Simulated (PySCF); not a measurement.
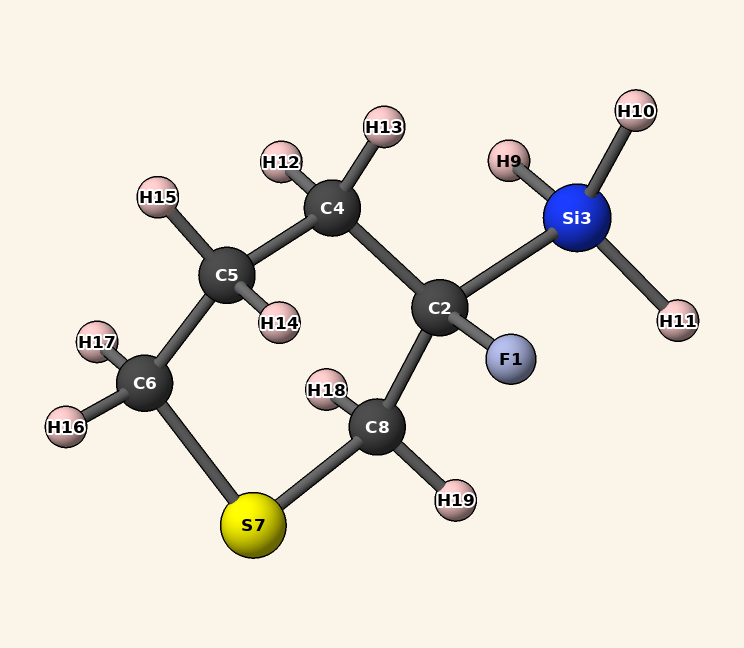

The questions are on isotropic NMR shieldings of the H atoms. The geometry was computed by an optimisation with GFN2-xTB. No frequency run is at hand to confirm it as a minimum. Level of theory: GIAO PBE0/pcSseg-1 NMR shielding, non-relativistic, gas phase (PySCF 2.14.0).

List the isotropic NMR shieldings of the H atoms.

```
atom  σ (ppm)
  H9    28.03
 H10    27.87
 H11    27.87
 H12    30.43
 H13    29.53
 H14    29.31
 H15    30.05
 H16    29.29
 H17    29.10
 H18    28.80
 H19    28.81
```

The geometry is semi-empirical. Around Si such bond lengths and angles can be off by a tenth of an ångström or more and by several degrees, and values that hang on the shape move with them.
